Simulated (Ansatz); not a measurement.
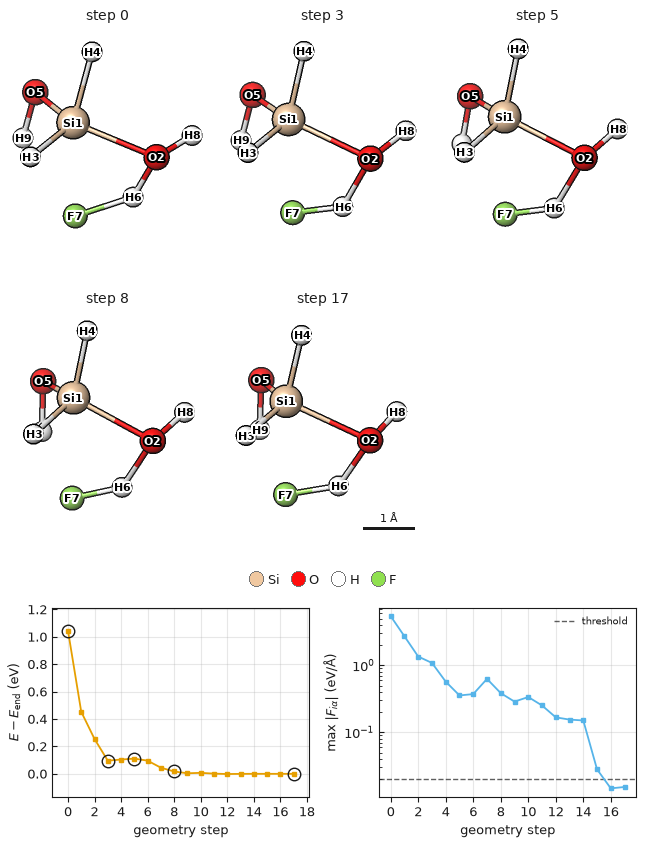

Frames of a saddle-point search of SiH$_{5}$O$_{2}$F, marked on the history of the run. The picture is a ball-and-stick view, seen at a tilt.

Level of theory: RKS revPBE-D4/STO-3G (Ansatz 0.2.0).

Input file:
```yaml
crystal:
  periodic: [false, false, false]
  atoms:
    - {symbol: Si, position_ang: [-0.367777, -0.514528, -0.084054]}
    - {symbol: O, position_ang: [0.599543, 0.107348, 1.308440]}
    - {symbol: H, position_ang: [0.269492, -1.745191, -0.581698]}
    - {symbol: H, position_ang: [-1.631250, -0.857840, 0.738252]}
    - {symbol: O, position_ang: [-1.259819, 0.504484, -1.235416]}
    - {symbol: H, position_ang: [1.236734, 0.455120, 0.500720]}
    - {symbol: F, position_ang: [1.364630, 0.346868, -0.764011]}
    - {symbol: H, position_ang: [0.248541, 0.758300, 1.864256]}
    - {symbol: H, position_ang: [-0.466586, 0.907300, -1.851178]}
basis:
  gaussian: {orbitals: STO-3G}
hamiltonian: {xc: {name: revPBE}, dispersion: d4}
saddle:
  f_tol: 0.02
  max_steps: 40
  mode_guess:
    - [0.2048, 0.0275, -0.2572]
    - [0.1191, 0.0407, 0.1078]
    - [-0.0046, -0.1360, -0.0358]
    - [0.2284, 0.0982, -0.0692]
    - [-0.0565, 0.0434, -0.0311]
    - [-0.0641, 0.1023, 0.6462]
    - [-0.3964, -0.2770, -0.2892]
    - [0.0301, 0.0524, 0.0329]
    - [-0.0608, 0.0486, -0.1043]
```

Command:
```bash
ansatz run in.yaml --threads 4 --pin off --events-out ev --progress --plain --max-ram 9574MiB
```

> Describe the path.

The energy falls by 1.046 eV in 17 geometry steps. Largest force component: 5.4 eV/Å at the start, 0.015 eV/Å at the end. The largest move after the best rigid fit is that of H9, 0.49 Å. By element the largest moves are H 0.49 Å, O 0.24 Å, F 0.14 Å, Si 0.13 Å. Some distances before and after: O2–H6 1.086 → 1.322 Å, H6–F7 1.276 → 1.114 Å, O2–H8 0.925 → 1.036 Å, Si1–H4 1.546 → 1.467 Å. Bond angles that change, for instance: Si1–O2–H8 120.2° → 103.0°, O2–Si1–O5 124.8° → 112.0°, H3–Si1–O5 118.5° → 126.9°. From step 0 to 3: H6 moves most (0.22 Å), energy −0.950 eV. From step 3 to 5: H9 moves most (0.15 Å), energy +0.015 eV. From step 5 to 8: H9 moves most (0.23 Å), energy −0.094 eV. From step 8 to 17: F7 moves most (0.15 Å), energy −0.017 eV.

```json
{"step": "0", "E − E(0), eV": "0.0000", "largest force component, eV/Å": "5.4189"}
{"step": "1", "E − E(0), eV": "-0.5929", "largest force component, eV/Å": "2.7143"}
{"step": "2", "E − E(0), eV": "-0.7914", "largest force component, eV/Å": "1.3546"}
{"step": "3", "E − E(0), eV": "-0.9500", "largest force component, eV/Å": "1.0883"}
{"step": "4", "E − E(0), eV": "-0.9417", "largest force component, eV/Å": "0.5721"}
{"step": "5", "E − E(0), eV": "-0.9350", "largest force component, eV/Å": "0.3562"}
{"step": "6", "E − E(0), eV": "-0.9499", "largest force component, eV/Å": "0.3731"}
{"step": "7", "E − E(0), eV": "-1.0012", "largest force component, eV/Å": "0.6291"}
{"step": "8", "E − E(0), eV": "-1.0290", "largest force component, eV/Å": "0.3855"}
{"step": "9", "E − E(0), eV": "-1.0420", "largest force component, eV/Å": "0.2882"}
{"step": "10", "E − E(0), eV": "-1.0389", "largest force component, eV/Å": "0.3374"}
{"step": "11", "E − E(0), eV": "-1.0446", "largest force component, eV/Å": "0.2523"}
{"step": "12", "E − E(0), eV": "-1.0474", "largest force component, eV/Å": "0.1678"}
{"step": "13", "E − E(0), eV": "-1.0464", "largest force component, eV/Å": "0.1553"}
{"step": "14", "E − E(0), eV": "-1.0459", "largest force component, eV/Å": "0.1508"}
{"step": "15", "E − E(0), eV": "-1.0461", "largest force component, eV/Å": "0.0281"}
{"step": "16", "E − E(0), eV": "-1.0461", "largest force component, eV/Å": "0.0146"}
{"step": "17", "E − E(0), eV": "-1.0460", "largest force component, eV/Å": "0.0153"}
```

Limits of the set-up: STO-3G is a minimal basis, so the numbers are rough.
